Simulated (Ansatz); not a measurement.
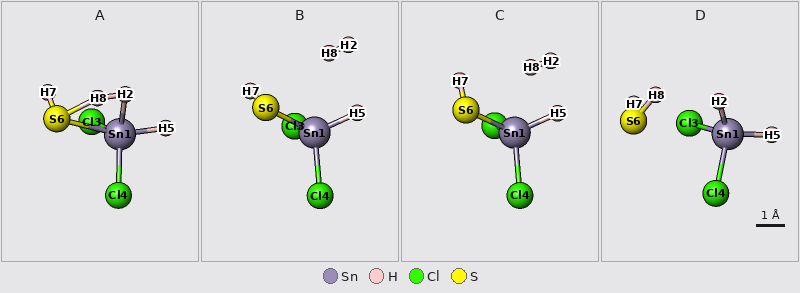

4 geometries from a converged minimum-energy path of SnH4SCl2, made up at the start of SnH₂Cl₂ and H$_{2}$S, shuffled. A ball-and-stick model, seen at a tilt.

These are results of RKS PBE0/def2-SVP (Ansatz), not measurements. Settings: 9 movable images; climbing image; force threshold 0.03 eV/Å; iteration limit 59; starting path through a guess of the saddle point.

> Which of them lies highest in energy?

A. In order along the path, whose images run from 0 to 10: D (image 3, +9.0 kJ/mol), A (image 5, +165.2 kJ/mol), C (image 8, −18.2 kJ/mol), B (image 9, −20.8 kJ/mol). Breaking: S6–H8 (1.35 → 1.67 at the top → 3.18 Å), Sn1–H2 (1.70 → 2.00 at the top → 4.29 Å). Forming: H2–H8 (3.60 → 1.03 at the top → 0.76 Å), Sn1–S6 (3.80 → 2.68 at the top → 2.40 Å).

Limits of the set-up: the start holds two separate molecules, 3.3 Å apart at their closest, whose relative position is a soft coordinate and is computed without a dispersion correction.

The run took 7.2 min on 2 threads of Arm Neoverse V1, on a shared host, peak memory 0.26 GiB.
